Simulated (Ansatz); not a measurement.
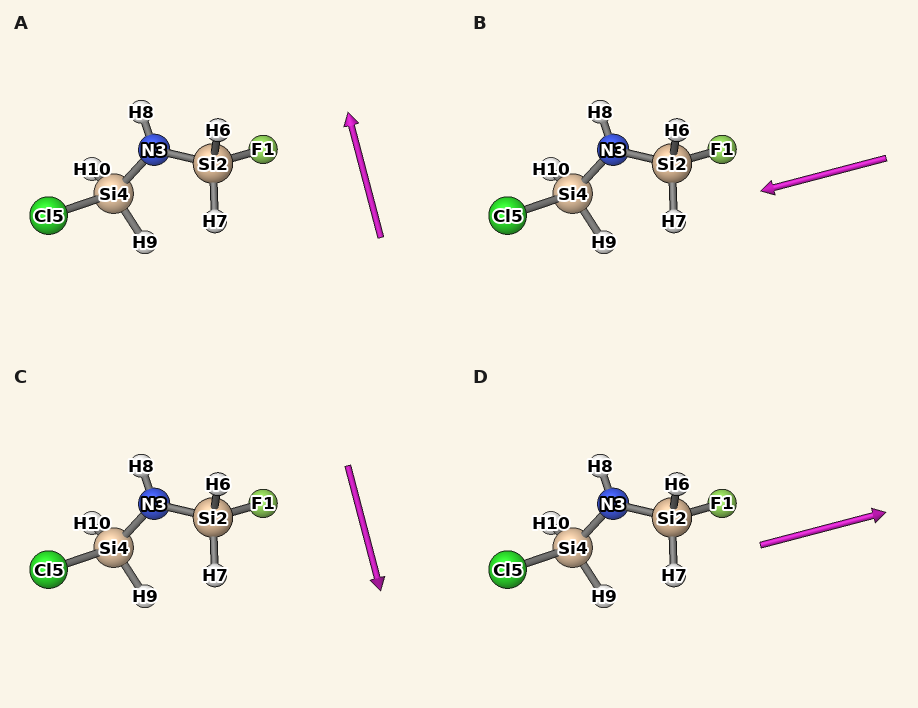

The same molecule four times, each with an arrow. The computed structure is the end point of a PBE0-D4/def2-TZVP optimisation. No frequency run is at hand to confirm it as a minimum. Method: RKS B3LYP-D4/def2-TZVPP (Ansatz 0.2.0).

Which arrow points along the dipole moment, from the negative to the positive end?

A. The dipole moment is 1.02 D; it points from the side of H9 to the side of H8 (the outermost atoms at the two ends).
